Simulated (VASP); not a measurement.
Band structure of ZrS (space group Fm-3m). These are PBEsol GGA, VASP's PBE PAW potentials (set 64) (plane waves; VASP) values and carry that method's errors.

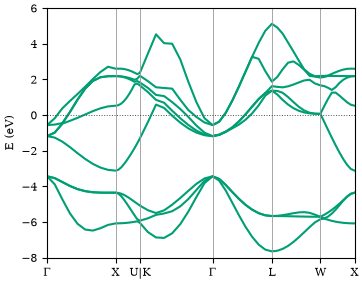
*Bands along high-symmetry lines, zero at the valence-band maximum or, without a gap, the Fermi level*

Question: Read the plot: is there a gap, and where are the band edges?

Answer: It has no gap at this level: it comes out as a metal or semimetal.

The structure was generated: ZrS was put into an ordered model structure, which need not be its known phase. The cell was not relaxed at this level. VASP warned that the highest band is occupied, so more bands are needed.
